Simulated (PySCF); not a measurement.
| atom | x (Å) | y (Å) | z (Å) |
| --- | --- | --- | --- |
| C | 3.6893 | 1.0122 | 0.4040 |
| C | 2.6341 | 0.0305 | 0.2614 |
| C | 1.7666 | -0.7870 | 0.1352 |
| C | 0.7085 | -1.7698 | 0.0076 |
| C | -0.6785 | -1.1260 | -0.1089 |
| C | -1.0045 | -0.2936 | 1.1353 |
| C | -2.3571 | 0.4092 | 1.0148 |
| Si | -2.3928 | 1.3996 | -0.6236 |
| Si | -0.9045 | -0.0236 | -1.6694 |
| H | 4.0762 | 1.2939 | -0.5756 |
| H | 3.3075 | 1.9044 | 0.9008 |
| H | 4.5038 | 0.5994 | 0.9997 |
| H | 0.7400 | -2.4275 | 0.8847 |
| H | 0.9017 | -2.3829 | -0.8784 |
| H | -1.4064 | -1.9458 | -0.1613 |
| H | -0.2172 | 0.4536 | 1.2752 |
| H | -0.9967 | -0.9367 | 2.0231 |
| H | -3.1501 | -0.3424 | 1.0120 |
| H | -2.5260 | 1.0338 | 1.8923 |
| H | -1.9373 | 2.7749 | -0.3804 |
| H | -3.7705 | 1.4998 | -1.1195 |
| H | 0.3860 | 0.5240 | -2.0990 |
| H | -1.3768 | -0.8730 | -2.7737 |

Geometry: GFN2-xTB.

Computed with PBE0/pcSseg-1, SCF density, gas phase, non-relativistic in PySCF 2.14.0.

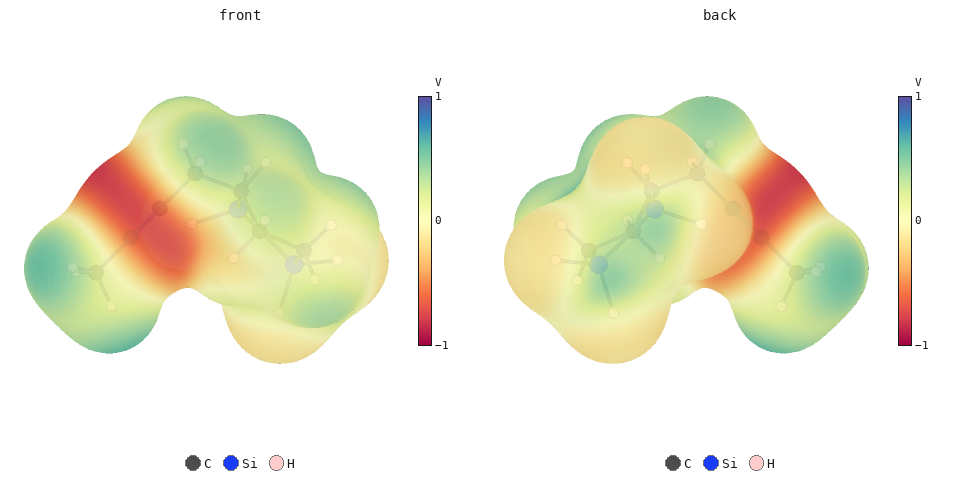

C₇H₁₄Si₂ (SMILES CC#CC[C@H]1CC[SiH2][SiH2]1). The electrostatic potential painted on the density surface at 0.001 e/bohr³, seen from the front and from behind; the colour scale runs from red (negative) to blue (positive).

> Which sites attract a positive test charge, and which a negative one?

A positive charge is drawn to the negative regions and a negative charge to the positive ones. The most negative region (about −0.8 V) lies over C2 and C3, the most positive (about +0.6 V) over the H and Si atoms.

> What dipole moment does the calculation give?

Its dipole moment is 0.73 D.
